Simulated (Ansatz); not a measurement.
**CH4Cl2Ge: density, localisation and related maps**

Input file:

```
crystal:
  periodic: [false, false, false]
  atoms:
    - {symbol: C, position_ang: [-1.092720, -0.339929, 0.409986]}
    - {symbol: Cl, position_ang: [-2.346369, 0.789304, 1.037952]}
    - {symbol: Cl, position_ang: [0.560713, 2.009789, -1.297771]}
    - {symbol: Ge, position_ang: [0.663816, 0.545284, 0.309069]}
    - {symbol: H, position_ang: [-1.043963, -1.208886, 1.082424]}
    - {symbol: H, position_ang: [-1.403658, -0.679318, -0.587324]}
    - {symbol: H, position_ang: [0.974888, 1.292513, 1.614181]}
    - {symbol: H, position_ang: [1.758799, -0.473326, -0.066821]}
basis:
  gaussian: {orbitals: def2-TZVPD}
magnetization: {spin_polarized: false}
hamiltonian: {xc: pbe0}
output: {forces: true, orbitals: {seedname: orbitals}}
```

Run with:

```sh
ansatz run input.yaml --threads 2 --pin off --max-ram 4350MiB --events-out events.jsonl --progress --plain --runs-dir runs
```

Geometry: B3LYP-D3(BJ)/def2-SVP.

Level of theory: Ansatz 0.2.0, isolated molecule in a Gaussian basis; Kohn-Sham density functional theory, functional PBE0.

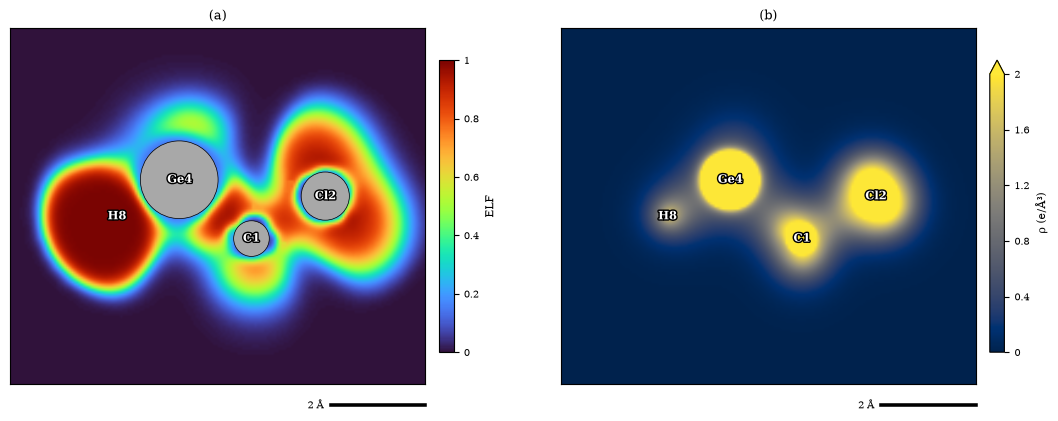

Figure 1. (a) electron localisation function; (b) total electron density on the plane of atoms Cl2, C1 and Ge4. Grey discs cover the atomic cores in the ELF map.

### Read the bonding off the picture.

Atoms in the plane: C, Cl, Ge and H.
C–Cl (1.80 Å): ρ at the midpoint is about 1.3 e/Å³; the ELF peaks at about 0.85 between the atoms (a covalent bond).
C–Ge (1.97 Å): ρ at the midpoint is about 0.87 e/Å³; the ELF peaks at about 0.95 in the valence shell of C, 0.7 Å from its nucleus, and is about 0.75 at the midpoint.
Ge–H (1.54 Å): ρ is about 1.1 e/Å³ halfway; the ELF climbs to about 1 towards the hydrogen.
The ELF also peaks beside Cl2, away from the bonds: lone-pair regions.

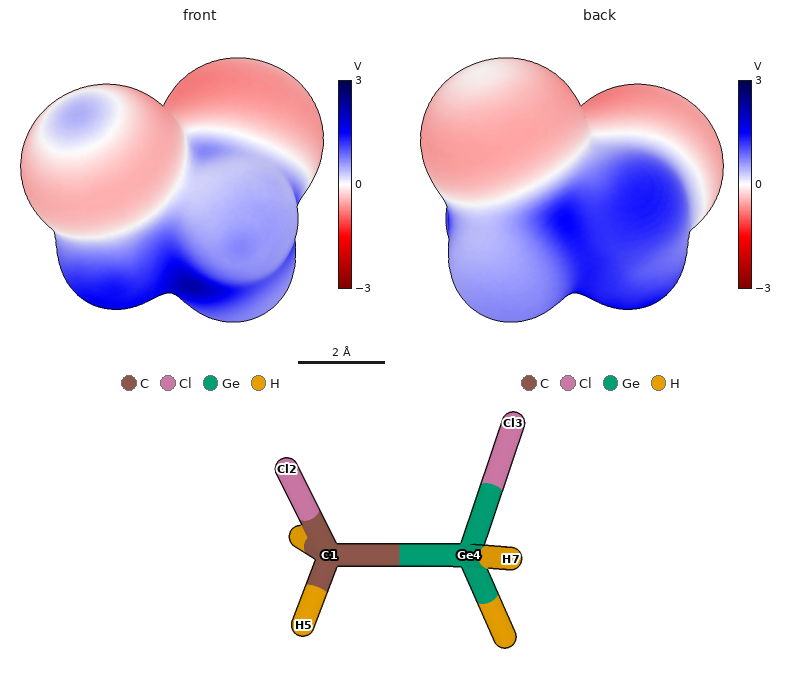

Figure 2. The electrostatic potential painted on the density surface at 0.002 e/bohr³, seen from the front and from behind; red is negative and blue positive. The bare structure is drawn below in the same view.

### Where is the surface potential most negative and most positive?

The most negative region (about −0.7 V) lies over Cl2 and Cl3, the most positive (about +2.0 V) over Ge4. Cl2 shows a σ-hole: about +0.4 V at the tip opposite its bond, against about −0.4 V on its flanks.

### What dipole moment does the calculation give?

Its dipole moment is 2.82 D.

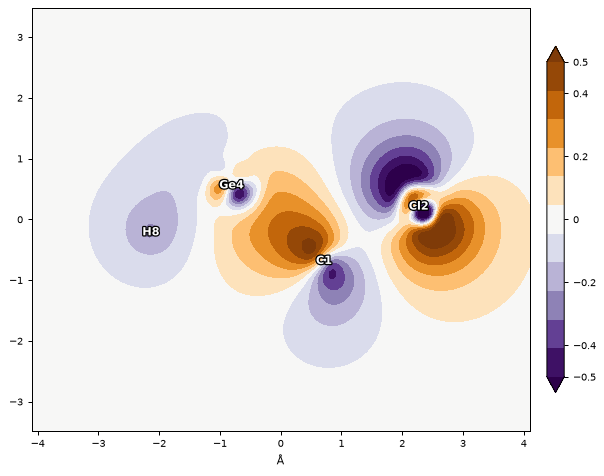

Figure 3. One frontier orbital on the plane of atoms Cl2, C1 and Ge4 (values in Å⁻³ᐟ²; the overall sign is arbitrary).

### Which orbital is it: HOMO or LUMO?

The HOMO, at −8.25 eV. It lies mainly on Cl2 (about 50 %), C1 (about 15 %), Ge4 (about 10 %) and Cl3 (about 10 %).

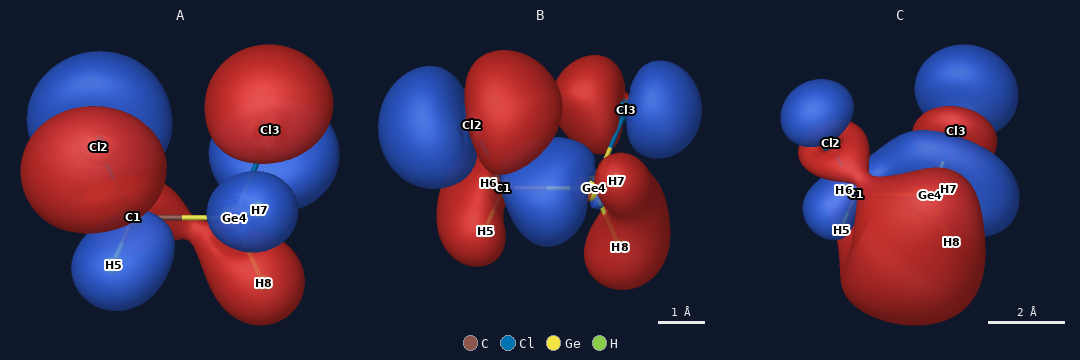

Figure 4. Three frontier orbitals at ±0.05 Å⁻³ᐟ² (blue and red are the two phases), in no order.

### Order the three orbitals by energy and name them.

A is the HOMO−1 (−8.77 eV). Its weight (Hirshfeld) is mainly on Cl2 (about 55 %) and Cl3 (about 25 %). B is the HOMO (−8.25 eV). It lies mainly on Cl2 (about 50 %), C1 (about 15 %), Ge4 (about 10 %) and Cl3 (about 10 %). C is the LUMO (−0.64 eV). By Hirshfeld shares it lies mainly on Ge4 (about 45 %), Cl3 (about 20 %), C1 (about 10 %), Cl2 (about 10 %), H7 (about 5 %) and H8 (about 5 %).

### What is the HOMO–LUMO gap?

7.61 eV between the orbital energies.
